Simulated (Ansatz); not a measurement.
# How many bands does the GW gap of BaCu2SnS4 (P3_121) need?

Wanted: a G0W0 gap for BaCu2SnS4 (P3_121) that is converged in bands and cutoff, or an estimate of the limit.

Main program and level: Ansatz 0.2.0; G0W0 on r2SCAN, plane waves, PAW.

In doubt: one-shot GW on d or f shells is unsure, so the values of those runs are not to be relied on.

### Step 1. The starting structure

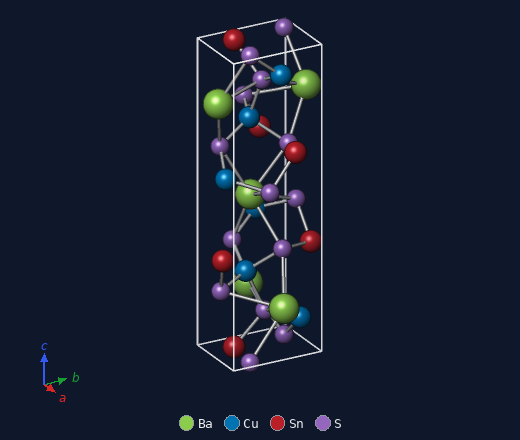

Start, viewed slightly off an axis; barium green, copper blue, tin red, sulfur purple. Some periodic images of atoms are drawn too.

The cell and positions are those that the Materials Project relaxed with its own functionals (PBE, PBE+U or r2SCAN), kept fixed. Spin-orbit coupling is left out unless a step names it. The default PAW set here is soft_2. Its files were made with PBE.

### Step 2. 244 empty bands, screening to 33 eV

G0W0 replaces the xc potential by the self-energy, built once from these orbitals. Only a window of levels is corrected, while the sums run over the empty bands that the input names.

Input file input.yaml:

```yaml
crystal:
  lattice:
    - [6.4365004231, 0.0, 0.0]
    - [-3.2182502115, 5.5741728779, 0.0]
    - [0.0, 0.0, 15.830995]
  atoms:
    - { symbol: Ba, position: [0.426402, 0.426402, 0.5] }
    - { symbol: Ba, position: [0.0, 0.573598, 0.16666667] }
    - { symbol: Ba, position: [0.573598, 0.0, 0.83333333] }
    - { symbol: Cu, position: [0.369782, 0.43384, 0.745199] }
    - { symbol: Cu, position: [0.935942, 0.56616, 0.92146767] }
    - { symbol: Cu, position: [0.43384, 0.369782, 0.254801] }
    - { symbol: Cu, position: [0.064058, 0.630218, 0.41186567] }
    - { symbol: Cu, position: [0.56616, 0.935942, 0.07853233] }
    - { symbol: Cu, position: [0.630218, 0.064058, 0.58813433] }
    - { symbol: Sn, position: [0.704992, 0.0, 0.33333333] }
    - { symbol: Sn, position: [0.0, 0.704992, 0.66666667] }
    - { symbol: Sn, position: [0.295008, 0.295008, 0.0] }
    - { symbol: S, position: [0.765195, 0.65191, 0.335819] }
    - { symbol: S, position: [0.886715, 0.234805, 0.00248567] }
    - { symbol: S, position: [0.34809, 0.113285, 0.66915233] }
    - { symbol: S, position: [0.113285, 0.34809, 0.33084767] }
    - { symbol: S, position: [0.234805, 0.886715, 0.99751433] }
    - { symbol: S, position: [0.65191, 0.765195, 0.664181] }
    - { symbol: S, position: [0.939587, 0.440447, 0.54641] }
    - { symbol: S, position: [0.50086, 0.060413, 0.21307667] }
    - { symbol: S, position: [0.060413, 0.50086, 0.78692333] }
    - { symbol: S, position: [0.440447, 0.939587, 0.45359] }
    - { symbol: S, position: [0.49914, 0.559553, 0.12025667] }
    - { symbol: S, position: [0.559553, 0.49914, 0.87974333] }
kpoints:
  mp_grid: { grid: [6, 6, 2] }
hamiltonian:
  xc: r2scan
scf:
  occupations: { method: fixed }
gw:
  n_empty_bands: 244
  ecut_chi: 33
  qp_bands: [v2, c2]
  qp_kpoints: band_edges
  screening: { model: contour_deformation }
```

Run with:

```
$ ansatz run input.yaml --threads 32 --pin off --max-ram 129024MiB --backend cuda --events-out ev --progress --plain --runs-dir out --devices 1 --max-vram 157GiB  # rebuilt from the run's record
```

Numbers of over 12 decimals in the logs are rounded to 6 here.

What it wrote:

```text
GPUs: using 1 of 1 available (devices: 1).
Engine: ansatz 0.2.0, aarch64-unknown-linux-gnu
Pseudopotentials: kind: paw
Pseudopotential: Ba, paw, valence charge 10, recommended cutoff 500 eV (meta_gga), Ba.paw.azcp
Pseudopotential: Cu, paw, valence charge 19, recommended cutoff 500 eV (meta_gga), Cu.paw.azcp
Pseudopotential: Sn, paw, valence charge 14, recommended cutoff 500 eV (meta_gga), Sn.paw.azcp
Pseudopotential: S, paw, valence charge 6, recommended cutoff 500 eV (meta_gga), S.paw.azcp
Functional definition: r2SCAN
  parameter k0 = 0.174
  parameter k1 = 0.065
  parameter a1 = 4.9479
  exchange = r2scan_x(k0 = k0, k1 = k1, a1 = a1)
  correlation = r2scan_c
[...]
Crystal: 24 atoms, lattice volume = 567.987 Å³
Basis set: ecut = 500 eV, 14439 PW (Γ), exchange–correlation on 192×192×480 points (64 copies of the dense FFT grid, shifted against one another)
Bands: 155, of which v1, the nominal top of the filled ones, is band 129 counted from 1 (128 counted from 0)
Symmetry: 6 space group operations
Space group: P3121 (ITA 152), of the structure as read, at distance tolerance 8.3e-5 Å
k-points: 14 of 72 (time reversal used)
Non-local potential: Ba, projectors of the file, l = 0: 3, l = 1: 2, l = 2: 2, l = 3: 2
Non-local potential: Cu, projectors of the file, l = 0: 3, l = 1: 2, l = 2: 3, l = 3: 1
Non-local potential: Sn, projectors of the file, l = 0: 2, l = 1: 2, l = 2: 2, l = 3: 2
Non-local potential: S, projectors of the file, l = 0: 2, l = 1: 2, l = 2: 2
PAW form: soft (Blöchl's): semilocal exchange-correlation on the pseudo side does not see the compensation charge
PAW frozen core: Ba, regenerated for the run's functional (the file was generated under x = pbe(κ = 0.804, μ = 0.219515), c = pbe(β = 0.066725))
PAW frozen core: Cu, regenerated for the run's functional (the file was generated under x = pbe(κ = 0.804, μ = 0.219515), c = pbe(β = 0.066725))
PAW frozen core: Sn, regenerated for the run's functional (the file was generated under x = pbe(κ = 0.804, μ = 0.219515), c = pbe(β = 0.066725))
PAW frozen core: S, regenerated for the run's functional (the file was generated under x = pbe(κ = 0.804, μ = 0.219515), c = pbe(β = 0.066725))
PAW one-centre angular grid: Ba, 302 points (default); XC on 160 Gauss nodes
PAW one-centre angular grid: Cu, 590 points (default); XC on 160 Gauss nodes
PAW one-centre angular grid: Sn, 590 points (default); XC on 249 of its mesh's 2787 points in the sphere
[...]
Initial density: superposition of atomic densities (neutral atoms: chi_scale 0, normalization atom), corrected by the library's trained network
Initial wavefunctions: pseudopotential atomic-orbital guess
[...]
Functional: x = r2scan, c = r2scan; τ floored in thin density (d = 2e-4 eV/Å³)
SCF iter   1: F=—  HF=-86689.686037 eV  |F-HF|=—  |Δ(HF+E_count)|=         —  Δρ=2.10e-2  dr2=1.67e0  dr2_τ=7.42e-2  ethr=1.77e-3  ⟨swp⟩=4.6  Hψ=7279  notcnv=0  defer=323
preconditioner: auto → Resta (q_TF=auto, 2.392 Å⁻¹)  ε∞=4.5  [insulator: Δε(μ)=0.873 eV  Ē_g=11.952 eV  n_scr=150 (ndim 8)  ℏωp=22.3 eV  f_vac=0.072  ε∞_Penn≈4.5]
SCF iter   2: F=—  HF=-86690.017064 eV  |F-HF|=—  |Δ(HF+E_count)|=   3.31e-1  Δρ=1.91e-2  dr2=1.30e0  dr2_τ=1.23e-2  ethr=6.47e-4  ⟨swp⟩=2.0  Hψ=4383  notcnv=0  defer=303
SCF iter   3: F=—  HF=-86689.704204 eV  |F-HF|=—  |Δ(HF+E_count)|=   3.13e-1  Δρ=4.87e-3  dr2=9.98e-2  dr2_τ=9.68e-4  ethr=5.03e-4  ⟨swp⟩=2.0  Hψ=2688  notcnv=0  defer=322
SCF iter   4: F=—  HF=-86689.690524 eV  |F-HF|=—  |Δ(HF+E_count)|=   1.37e-2  Δρ=1.38e-3  dr2=7.75e-3  dr2_τ=7.99e-5  ethr=3.87e-5  ⟨swp⟩=2.0  Hψ=3308  notcnv=0  defer=334
SCF iter   5: F=—  HF=-86689.690573 eV  |F-HF|=—  |Δ(HF+E_count)|=   4.90e-5  Δρ=4.48e-4  dr2=9.23e-4  dr2_τ=2.01e-5  ethr=3.00e-6  ⟨swp⟩=2.0  Hψ=2676  notcnv=0  defer=334
SCF iter   6: F=—  HF=-86689.690632 eV  |F-HF|=—  |Δ(HF+E_count)|=   5.86e-5  Δρ=2.07e-4  dr2=1.91e-4  dr2_τ=1.31e-6  ethr=3.58e-7  ⟨swp⟩=2.0  Hψ=3707  notcnv=0  defer=331
SCF iter   7: F=—  HF=-86689.690633 eV  |F-HF|=—  |Δ(HF+E_count)|=   1.46e-6  Δρ=1.05e-4  dr2=5.20e-5  dr2_τ=2.66e-7  ethr=7.40e-8  ⟨swp⟩=1.2  Hψ=1913  notcnv=0  defer=277
[...]
SCF 1 converged in 9 iterations: F = -86689.690630 eV  dr2 = 3.61e-8
[...]
SCF converged after 9 iterations
[...]
ik  band        ε_KS         Σx   Σc(E_QP)       V_xc       Z   E_QP_lin       E_QP  E_QP is
     0   128      7.5711   -33.3628     4.5760   -28.3713  0.7005     7.1459     7.1557  root
     0   129      7.5711   -33.3628     4.5760   -28.3713  0.7005     7.1459     7.1557  root
     0   130      8.2130   -11.0987    -2.5430   -14.4420  0.7747     9.0182     9.0132  root
     0   131      9.1421   -13.5009    -2.5426   -16.9269  0.7525    10.0469    10.0254  root
     1   128      7.4563   -33.8879     4.7907   -28.6379  0.6954     6.9837     6.9970  root
     1   129      7.5475   -32.6619     4.5050   -27.7506  0.7012     7.1319     7.1412  root
     1   130      8.7153   -13.4439    -2.2109   -16.4531  0.7612     9.5229     9.5136  root
     1   131      8.7153   -13.4439    -2.2109   -16.4531  0.7612     9.5229     9.5136  root
     2   128      7.3119   -33.9647     4.9479   -28.5471  0.6908     6.8275     6.8422  root
     2   129      7.4761   -33.4535     4.6750   -28.3445  0.6973     7.0308     7.0422  root
     2   130      8.6962   -14.0061    -2.0451   -16.8108  0.7598     9.4646     9.4558  root
     2   131      9.1176   -13.4986    -2.5346   -16.9175  0.7532    10.0214    10.0019  root
     3   128      7.3894   -33.9001     4.8517   -28.5819  0.6932     6.9086     6.9229  root
     3   129      7.4179   -32.9458     4.6519   -27.8663  0.6965     6.9793     6.9903  root
     3   130      8.8853   -13.8258    -2.2663   -16.9299  0.7566     9.7358     9.7231  root
     3   131      8.9439   -13.8185    -2.2574   -16.9082  0.7554     9.7899     9.7762  root
     4   128      7.1833   -33.8389     5.0726   -28.2780  0.6855     6.6775     6.6950  root
     4   129      7.3103   -33.7879     4.9098   -28.4058  0.6906     6.8230     6.8381  root
     4   130      8.9778   -13.9467    -2.3676   -17.1840  0.7536     9.8646     9.8475  root
     4   131      9.0538   -13.4435    -2.5422   -16.8827  0.7544     9.9698     9.9508  root
     5   128      7.1970   -34.2683     5.0719   -28.6938  0.6851     6.6753     6.6944  root
     5   129      7.2554   -33.5359     4.9104   -28.1537  0.6889     6.7682     6.7836  root
     5   130      8.9984   -14.1749    -2.3619   -17.4001  0.7533     9.8780     9.8617  root
     5   131      9.0455   -13.5144    -2.4904   -16.9000  0.7534     9.9607     9.9407  root
[...]
12   128      7.1863   -33.9825     5.1102   -28.3760  0.6850     6.6718     6.6901  root
    12   129      7.1863   -33.9825     5.1102   -28.3760  0.6850     6.6718     6.6901  root
    12   130      8.7673   -13.4474    -2.4111   -16.7004  0.7610     9.6205     9.6092  root
    12   131      9.1724   -13.4087    -2.6054   -16.9306  0.7515    10.1144    10.0889  root
    13   128      7.2063   -34.6005     5.2208   -28.8602  0.6837     6.6659     6.6868  root
    13   129      7.2063   -34.6005     5.2208   -28.8602  0.6837     6.6659     6.6868  root
    13   130      8.8963   -13.5294    -2.4549   -16.8507  0.7580     9.7766     9.7626  root
    13   131      8.8963   -13.5294    -2.4549   -16.8507  0.7580     9.7766     9.7626  root
```

Elapsed: 63 s, on 1 × NVIDIA GB200 with 32 threads of Arm Neoverse V2, shared host; peak memory 5.5 GiB; 2.7 min of CPU time.

The column dr2 measures how far the density is from self-consistency, as an energy; F and HF (Harris–Foulkes) agree once it is small.

Numbers from this step:

- bands summed: 373
- RPA ε∞ on this mesh (eigenvalues): 7.641, 8.505, 8.505
- plane waves in the screening matrix: 213
- q-points in the mesh: 72
- G0W0 gap on the mesh: 1.858 eV
- k of the valence top: 0, 0, 0
- k of the conduction bottom: 0, 0, 0
- starting gap on the mesh: 0.6419 eV
- Z at the valence top: 0.7005
- Z at the conduction bottom: 0.7747
- least direct G0W0 gap on the computed points: 1.858 eV

The gap on the mesh goes from 0.64 eV to 1.86 eV, a correction of +1.22 eV. Between the two edge states, bare exchange in place of the xc potential would open the gap by 8.33 eV, and correlation takes back 7.12 eV.

### Step 3. 691 empty bands, screening to 66 eV

Another rung: the empty bands reach about as high as the screening cutoff, so the two stay in balance.

input.yaml: that of step 2 with these lines changed.

```diff
@@ -37,4 +37,4 @@
 gw:
-  n_empty_bands: 244
-  ecut_chi: 33
+  n_empty_bands: 691
+  ecut_chi: 66
   qp_bands: [v2, c2]
```

What it wrote:

```text
GPUs: using 1 of 1 available (devices: 1).
[...]
Crystal: 24 atoms, lattice volume = 567.987 Å³
Basis set: ecut = 500 eV, 14439 PW (Γ), exchange–correlation on 192×192×480 points (64 copies of the dense FFT grid, shifted against one another)
Bands: 155, of which v1, the nominal top of the filled ones, is band 129 counted from 1 (128 counted from 0)
Symmetry: 6 space group operations
[...]
k-points: 14 of 72 (time reversal used)
[...]
SCF iter   1: F=—  HF=-86689.686037 eV  |F-HF|=—  |Δ(HF+E_count)|=         —  Δρ=2.10e-2  dr2=1.67e0  dr2_τ=7.42e-2  ethr=1.77e-3  ⟨swp⟩=4.6  Hψ=7279  notcnv=0  defer=323
[...]
SCF iter   7: F=—  HF=-86689.690633 eV  |F-HF|=—  |Δ(HF+E_count)|=   1.46e-6  Δρ=1.05e-4  dr2=5.20e-5  dr2_τ=2.66e-7  ethr=7.40e-8  ⟨swp⟩=1.2  Hψ=1913  notcnv=0  defer=277
[...]
SCF 1 converged in 9 iterations: F = -86689.690630 eV  dr2 = 3.61e-8
[...]
SCF converged after 9 iterations
[...]
0   128      7.5711   -33.3628     4.8893   -28.3713  0.6894     7.4685     7.4689  root
     0   129      7.5711   -33.3628     4.8893   -28.3713  0.6894     7.4685     7.4689  root
     0   130      8.2130   -11.0987    -2.9038   -14.4420  0.7679     8.6610     8.6524  root
     0   131      9.1421   -13.5009    -2.8826   -16.9269  0.7449     9.7087     9.6855  root
     1   128      7.4563   -33.8879     5.1303   -28.6379  0.6844     7.3360     7.3366  root
     1   129      7.5475   -32.6619     4.7975   -27.7506  0.6905     7.4332     7.4337  root
     1   130      8.7153   -13.4439    -2.5356   -16.4531  0.7535     9.2008     9.1889  root
     1   131      8.7153   -13.4439    -2.5356   -16.4531  0.7535     9.2008     9.1889  root
[...]
13   128      7.2063   -34.6005     5.5831   -28.8602  0.6735     7.0478     7.0491  root
    13   129      7.2063   -34.6005     5.5831   -28.8602  0.6735     7.0478     7.0491  root
    13   130      8.8963   -13.5294    -2.7855   -16.8507  0.7506     9.4523     9.4320  root
    13   131      8.8963   -13.5294    -2.7855   -16.8507  0.7506     9.4523     9.4320  root
```

The job ended after 2.5 min (1 × NVIDIA GB200 with 32 threads; peak memory 10 GiB).

Numbers from this step:

```
bands summed                                 : 820
RPA ε∞ on this mesh (eigenvalues)            : 7.608, 8.465, 8.465
plane waves in the screening matrix          : 723
q-points in the mesh                         : 72
G0W0 gap on the mesh                         : 1.184 eV
k of the valence top                         : 0, 0, 0
k of the conduction bottom                   : 0, 0, 0
starting gap on the mesh                     : 0.6419 eV
Z at the valence top                         : 0.6894
Z at the conduction bottom                   : 0.7679
least direct G0W0 gap on the computed points : 1.184 eV
```

Against the run with 6×6×2 mesh, 244 empty bands, screening to 33 eV, the gap moves by −0.67 eV.

### Step 4. 1487 empty bands, screening to 110 eV

input.yaml: that of step 3 with these lines changed.

```diff
@@ -37,4 +37,4 @@
 gw:
-  n_empty_bands: 691
-  ecut_chi: 66
+  n_empty_bands: 1487
+  ecut_chi: 110.0
   qp_bands: [v2, c2]
```

What it wrote:

```text
GPUs: using 1 of 1 available (devices: 1).
[...]
Crystal: 24 atoms, lattice volume = 567.987 Å³
Basis set: ecut = 500 eV, 14439 PW (Γ), exchange–correlation on 192×192×480 points (64 copies of the dense FFT grid, shifted against one another)
Bands: 155, of which v1, the nominal top of the filled ones, is band 129 counted from 1 (128 counted from 0)
Symmetry: 6 space group operations
[...]
k-points: 14 of 72 (time reversal used)
[...]
1   130      8.7153   -13.4439    -2.7383   -16.4531  0.7502     8.9889     8.9863  root
     1   131      8.7153   -13.4439    -2.7383   -16.4531  0.7502     8.9889     8.9863  root
[...]
13   128      7.2063   -34.6005     5.6493   -28.8602  0.6703     7.1149     7.1152  root
    13   129      7.2063   -34.6005     5.6493   -28.8602  0.6703     7.1149     7.1152  root
    13   130      8.8963   -13.5294    -2.9698   -16.8507  0.7474     9.2532     9.2478  root
    13   131      8.8963   -13.5294    -2.9698   -16.8507  0.7474     9.2532     9.2478  root
[key lines of the parts left out:]
SCF converged after 9 iterations
```

Run time: 7 min. Hardware: 1 × NVIDIA GB200 with 32 threads; peak memory 18 GiB.

This step gave:

- bands summed: 1616
- RPA ε∞ on this mesh (eigenvalues): 7.579, 8.444, 8.444
- plane waves in the screening matrix: 1515
- G0W0 gap on the mesh: 0.9308 eV
- k of the valence top: 0, 0, 0
- k of the conduction bottom: 0, 0, 0
- starting gap on the mesh: 0.6419 eV
- least direct G0W0 gap on the computed points: 0.9308 eV

Against the run with 6×6×2 mesh, 691 empty bands, screening to 66 eV, the gap moves by −0.25 eV.

### Step 5. Changing the k mesh: 3×3×2 mesh, 691 empty bands, screening to 66 eV

A second mesh at equal bands and cutoff isolates the sampling error. Bands and cutoff differ from the step before, so it is read against an earlier run that matches them.

input.yaml: that of step 4 with these lines changed.

```diff
@@ -31,3 +31,3 @@
 kpoints:
-  mp_grid: { grid: [6, 6, 2] }
+  mp_grid: { grid: [3, 3, 2] }
 hamiltonian:
@@ -37,4 +37,4 @@
 gw:
-  n_empty_bands: 1487
-  ecut_chi: 110.0
+  n_empty_bands: 691
+  ecut_chi: 66
   qp_bands: [v2, c2]
```

What it wrote:

```text
GPUs: using 1 of 1 available (devices: 1).
[...]
device memory: the entry about to start is reckoned to put 9.8 GiB on a device that reports 182.5 GiB free (of which the cap on the GPU budget leaves the run 157.0 GiB)
GPU FFT provider: cuFFT
GPU libraries: cuBLAS 13.8.1, cuFFT 12.4.0, cuSOLVER 12.3.2
GPU matrix products: emulated (plane waves: as basis.precision tells), large ones in fixed point in workspaces of 1.00 GiB
[...]
4   131      9.1731   -13.3815    -3.0413   -16.9324  0.7244     9.7281     9.6827  root ?
     5   128      7.2083   -34.6279     5.6269   -28.8642  0.6579     7.0700     7.0716  root
     5   129      7.2083   -34.6279     5.6269   -28.8642  0.6579     7.0700     7.0716  root
     5   130      8.8969   -13.4987    -2.8696   -16.8532  0.7304     9.4179     9.3819  root ?
     5   131      8.8969   -13.4987    -2.8696   -16.8532  0.7304     9.4179     9.3819  root ?
[key lines of the parts left out:]
SCF converged after 9 iterations
Free energy (F): -86689.669936 eV
Fermi energy:    7.573147 eV
```

It took 19 s on 1 × NVIDIA GB200 with 32 threads; peak memory 5.3 GiB.

Numbers from this step:

- bands summed: 820
- RPA ε∞ on this mesh (eigenvalues): 8.419, 11.40, 11.40
- plane waves in the screening matrix: 723
- G0W0 gap on the mesh: 1.133 eV
- k of the valence top: 0, 0, 0
- k of the conduction bottom: 0, 0, 0
- starting gap on the mesh: 0.6405 eV
- least direct G0W0 gap on the computed points: 1.133 eV

Against the run with 6×6×2 mesh, 691 empty bands, screening to 66 eV, the gap moves by −0.05 eV.

### Step 6. Changing the frequency model: 6×6×2 mesh, 691 empty bands, screening to 66 eV, plasmon pole

A plasmon pole stands in for the full frequency dependence of the screening; this run shows what that costs in accuracy.

input.yaml: that of step 5 with these lines changed.

```diff
@@ -31,3 +31,3 @@
 kpoints:
-  mp_grid: { grid: [3, 3, 2] }
+  mp_grid: { grid: [6, 6, 2] }
 hamiltonian:
@@ -41,2 +41,2 @@
   qp_kpoints: band_edges
-  screening: { model: contour_deformation }
+  screening: { model: godby_needs }
```

What it wrote:

```text
GPUs: using 1 of 1 available (devices: 1).
[...]
Crystal: 24 atoms, lattice volume = 567.987 Å³
Basis set: ecut = 500 eV, 14439 PW (Γ), exchange–correlation on 192×192×480 points (64 copies of the dense FFT grid, shifted against one another)
Bands: 155, of which v1, the nominal top of the filled ones, is band 129 counted from 1 (128 counted from 0)
Symmetry: 6 space group operations
[...]
k-points: 14 of 72 (time reversal used)
[...]
1   130      8.7153   -13.4439    -2.4818   -16.4531  0.7941     9.2439     9.2427  root
     1   131      8.7153   -13.4439    -2.4818   -16.4531  0.7941     9.2439     9.2427  root
[...]
13   128      7.2063   -34.6005     5.6145   -28.8602  0.7448     7.0804     7.0805  root
    13   129      7.2063   -34.6005     5.6145   -28.8602  0.7448     7.0804     7.0805  root
    13   130      8.8963   -13.5294    -2.7081   -16.8507  0.7942     9.5113     9.5094  root
    13   131      8.8963   -13.5294    -2.7081   -16.8507  0.7942     9.5113     9.5094  root
[key lines of the parts left out:]
SCF converged after 9 iterations
```

Wall time 1.9 min (1 × NVIDIA GB200 with 32 threads); peak memory 10 GiB; 15 min of CPU time.

Numbers from this step:

```yaml
bands_summed: 820
plasmon_pole_fit_frequency: 25.03 eV
rpa_eps_infinity_on_this_mesh_eigenvalues: 7.608, 8.465, 8.465
plane_waves_in_the_screening_matrix: 723
g0w0_gap_on_the_mesh: 1.149 eV
k_of_the_valence_top: 0, 0, 0
k_of_the_conduction_bottom: 0, 0, 0
starting_gap_on_the_mesh: 0.6419 eV
least_direct_g0w0_gap_on_the_computed_points: 1.149 eV
```

Against the run with 6×6×2 mesh, 691 empty bands, screening to 66 eV, the gap moves by −0.03 eV.

(Part 1 of 2 ends here.)

[Paths, hosts, dates, memory and timing lines, banners, echoed tables and standing remarks are left out of the program output.]

[Logs are printed without paths, hosts, clocks, repeated set-up lines and the standing remarks that a program may print on its own settings, such as how far it seeks lower states.]

[Runs of the session that timed out or met a known fault of the program may be left out.]

[Cells called generated may have been cut or substituted from an entry of the Crystallography Open Database or the Materials Project.]

[Hosts, paths, dates, database ids (printed as entryN), source tags and the programs' standing remarks are cut or masked in the printed files.]
